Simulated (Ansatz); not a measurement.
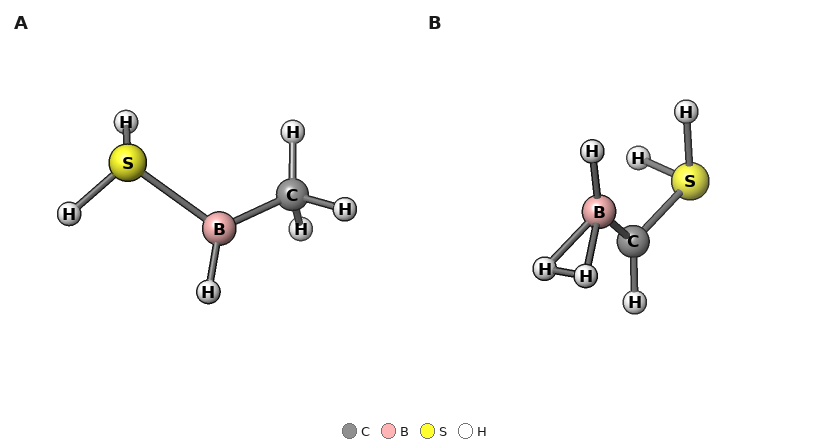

2 stationary structures of one formula. The species has charge +1 and is a spin singlet. Geometries: PBE0-D4/def2-TZVP. Electronic energies: RHF-CCSD(T) (frozen core)/def2-TZVPP (Ansatz 0.2.0), without zero-point energy. No frequency run is at hand to confirm each as a minimum. Each is one conformer, not always the lowest.

Rank them by energy, lowest first.

Answer. A is lowest; B lies 2.679 eV above it.
